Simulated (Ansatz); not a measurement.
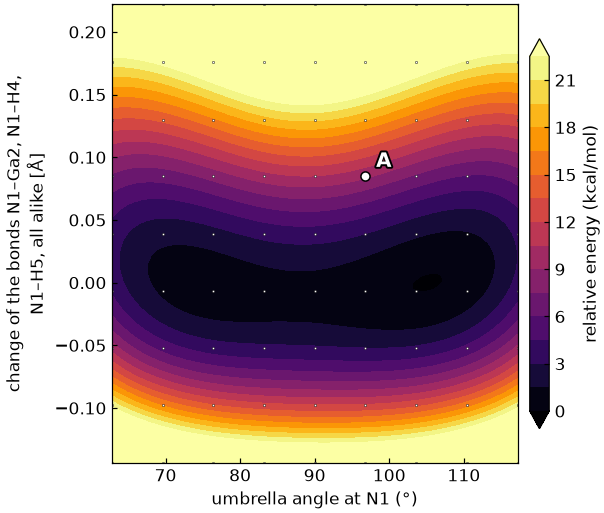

BrGaH2N, SMILES [NH2][Ga][Br], spin multiplicity 2. The first coordinate is: umbrella angle at N1 (between each of its bonds and their common axis; 90 is planar); the second: change of the bonds N1–Ga2, N1–H4, N1–H5, all alike. Nothing is relaxed (all other coordinates rigid). The grid has 9 × 9 points. Points are written as (first, second). All energies are given in kcal/mol relative to the lowest grid point. Theory: Ansatz, UKS PBE-D4/def2-TZVP.

In the figure: filled contours, dots at the grid points, one colour for all values above the top of the scale, the point A. Between grid points the surface is interpolated.

Is A at rest? If not, where is it pushed?

Answer. A, at (96.8°, 0.085 Å), is not a stationary point. The computed force is 0.27 kcal/mol for each degree towards larger values of the first coordinate and 170 kcal/mol for each Å towards smaller values of the second coordinate.
